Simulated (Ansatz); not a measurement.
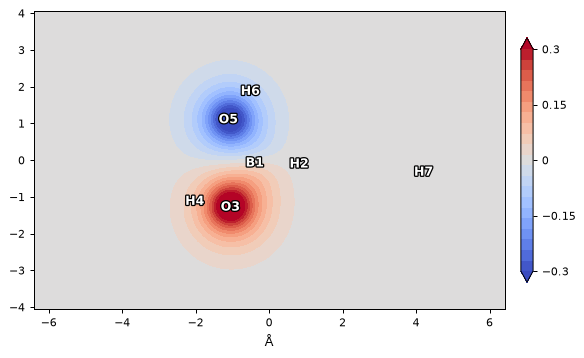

*BH3O2···H (doublet). The HOMO (α) on a plane 0.8 Å above the molecular plane (values in Å⁻³ᐟ²; the overall sign is arbitrary).*

Method: UKS revPBE/6-31G* in Ansatz 0.2.0.

```xyz
7

B     0.1043   -0.2927   -0.2109
H    -0.0263   -0.0766    0.9710
O     1.3810   -0.3159   -0.7170
H     1.3560   -0.5052   -1.6784
O    -0.9684   -0.5150   -1.0569
H    -1.8087   -0.4688   -0.5640
H    -0.2477    0.3757    4.3299
```

**What is the character of this orbital?**

Its weight (Hirshfeld) is mainly on O3 (about 45 %) and O5 (about 40 %); it changes sign across the molecular plane (π type). Its energy is −7.13 eV.
